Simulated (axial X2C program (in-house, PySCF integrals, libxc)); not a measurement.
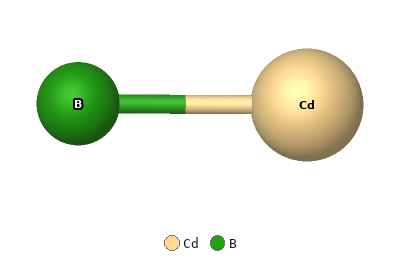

**Figure 1.** The molecule at the reference distance of 2.413 Å.

Relativistic diatomic calculation, with input and output: CdB

- system: CdB, single determinant with Ω = 1/2.
- method: PBE0, two-component X2C with atomic mean-field Coulomb and Gaunt terms, Cd dyall-v3z, B dyall-v3z (cores contracted) (axial X2C program (in-house, PySCF integrals, libxc))

## The input
```
{"zs": [48, 5], "q": 0, "bas": ["dyall-v3z", "dyall-v3z"], "levels": ["PBE0", "HF", "BP86", "PW91"], "cc": false, "r0": 1.216, "npts": 10, "nst": 2, "ntry": 6}
```

The line is the task of a batch: nuclear charges, charge, bases, the levels to run, a first guess of the distance and further settings. This report covers PBE0 with spin-orbit coupling. The log is that of the reference distance 2.413 Å, started from orbitals converged before.

The run was one of a batch that the task file lists, launched with:
```bash
python <driver script> task.json out
```

## Log
```
two-component X2C + atomic mean field  PBE0
basis functions 169  fitting functions 915  grid points 5083
iter        total energy     max residual
   1      -5616.000348522     3.07e-06
   2      -5616.000348523     3.07e-06
converged
one-electron -7837.88084271  Coulomb 2331.72036470  exact exchange -39.24327073  xc functional -120.18315152  nuclear repulsion 52.63262769  atomic mean-field constant -3.04607595
```

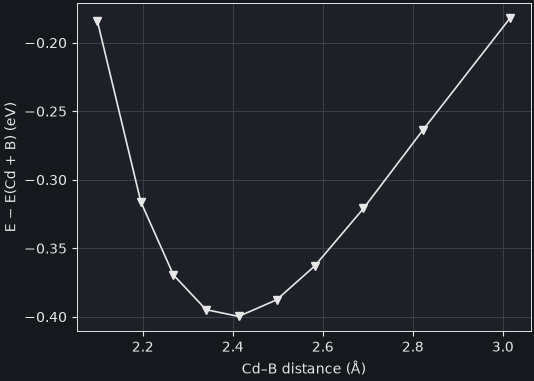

**Figure 2.** Energy at 10 bond lengths, for one set of occupations held fixed; the line joins the points. A polynomial of degree 6 through 9 points gives rₑ = 2.398 Å, ωₑ = 282.2 cm⁻¹, ωₑxₑ = 4.7 cm⁻¹ and Bₑ = 0.2921 cm⁻¹. The minimum lies 0.40 eV below Cd + B, each computed as one determinant at the same level.

## What the run reported

| quantity | value |
| --- | --- |
| outcome | converged |
| bond length rₑ | 2.398 Å |
| ωₑ | 282.2 cm⁻¹ |
| energy at the minimum | −5616.00036 hartree |
| depth below the fragments | 0.40 eV |
| hardware | 1 CPU thread, shared host |
| wall time | 11 s |

## What is odd here

One thing in this input was made odd on purpose: far start. The program ran to the end. Its numbers are those of the input as typed; this run alone doesn't show how far the oddity moves them.
